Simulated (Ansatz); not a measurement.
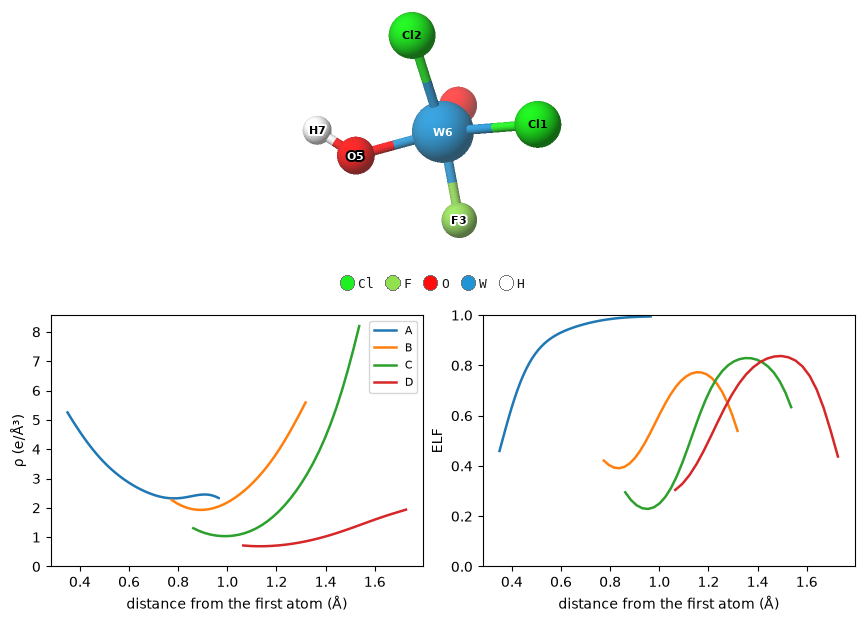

The picture shows: Cl$_{2}$FHO$_{2}$W (SMILES [O]=[W]([OH])([F])([Cl])[Cl]). Electron density and ELF along straight lines between neighbouring atoms. The curves leave out the atomic cores. The structure is drawn too.

Geometry: PBE0-D4/def2-SVP; core potentials replace the inner electrons of W.

Computed with isolated molecule in a Gaussian basis; Kohn-Sham density functional theory, functional PBE0 (Ansatz).

```yaml
atoms:
  - { symbol: Cl, position_ang: [-1.4055, 1.3749, -1.5994] }
  - { symbol: Cl, position_ang: [0.4726, 1.8951, 0.9330] }
  - { symbol: F, position_ang: [-0.4338, -1.3093, -1.4411] }
  - { symbol: O, position_ang: [-1.4683, -0.4916, 1.0239] }
  - { symbol: O, position_ang: [1.3093, -0.7989, 0.3236] }
  - { symbol: W, position_ang: [-0.3319, -0.0125, -0.1082] }
  - { symbol: H, position_ang: [1.8582, -0.7096, 1.1115] }
```

Question: Which curve belongs to which contact (O–H, W–Cl, W–F and W–O)? The first atom named is at distance zero.

Answer: Curve A: O–H (0.96 Å): ρ at the midpoint is about 3.7 e/Å³; the ELF climbs to about 1 towards the hydrogen, as it does in any bond to H: a covalent bond by its length. Curve B: W–O (1.67 Å): ρ is about 2 e/Å³ halfway; the ELF peaks at about 0.75 in the valence shell of O, 0.5 Å from its nucleus, and drops to about 0.40 between the two atoms. Curve C: W–F (1.86 Å): the density is about 1.1 e/Å³ at the midpoint; the ELF peaks at about 0.85 in the valence shell of F, 0.5 Å from its nucleus, and drops to about 0.25 between the two atoms. Curve D: W–Cl (2.30 Å): ρ is about 0.69 e/Å³ halfway; the ELF peaks at about 0.85 in the valence shell of Cl, 0.8 Å from its nucleus, and is about 0.40 at the midpoint.
